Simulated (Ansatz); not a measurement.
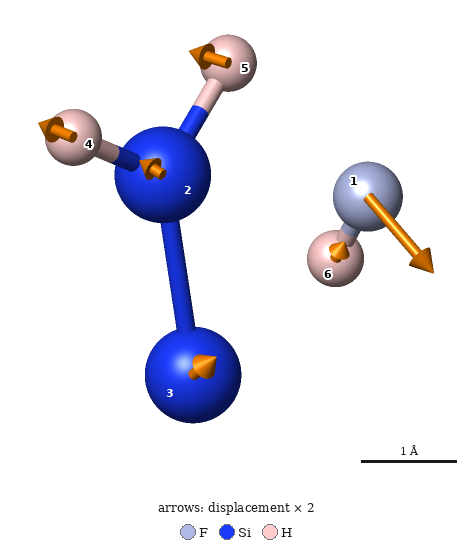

A relaxation of Si₂H₃F. The starting structure is drawn; orange arrows show the displacements, magnified 2 times. The two geometries are superimposed by the best rigid fit.

A ball-and-stick model, seen from a free direction.

It is one of the separated reactants of a reaction.

These are results of RKS PBE0-D4/def2-TZVP (Ansatz 0.2.0), not measurements. (force threshold 0.005 eV/Å; at most 200 steps)

Q: Atoms of which element are displaced furthest, and by how much?

A: Fluorine: up to 0.55 Å, against 0.26 Å for hydrogen.

Q: What did the optimiser do to the structure, and how much energy did it gain?

A: Over 8 accepted moves (9 points after the start) the energy falls by 1.75 kcal/mol. Largest force component: 0.41 eV/Å at the start, 0.0013 eV/Å at the end. The line search rejected the trial step at point 5 of the run. The largest move after the best rigid fit is that of F1, 0.55 Å. By element the largest moves are F 0.55 Å, H 0.26 Å, Si 0.22 Å. Some distances before and after: Si2–Si3 2.225 → 2.199 Å, Si2–H4 1.504 → 1.486 Å, F1–H6 0.954 → 0.938 Å.

Limits of the set-up: the start holds two separate molecules, 2.4 Å apart at their closest, whose relative position is a soft coordinate.
